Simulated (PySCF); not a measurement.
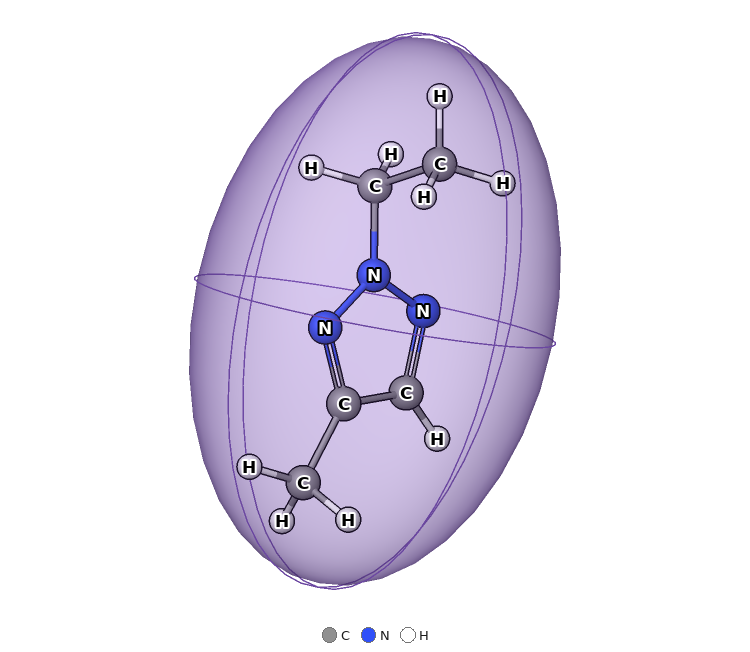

The ellipsoid shows the static dipole polarisability: its half-axes are proportional to the principal values. Computed geometry: GFN2-xTB optimisation. No frequency run is at hand to confirm it as a minimum. Computed with PBE0/def2-SVPD (PySCF 2.14.0).

**How large and how anisotropic is the polarisability?**

Principal values 59.5, 75.5, 103.1 bohr³; mean 79.4 bohr³ (11.76 Å³); anisotropy 38.2 bohr³, so the longest axis is 1.73 times the shortest.
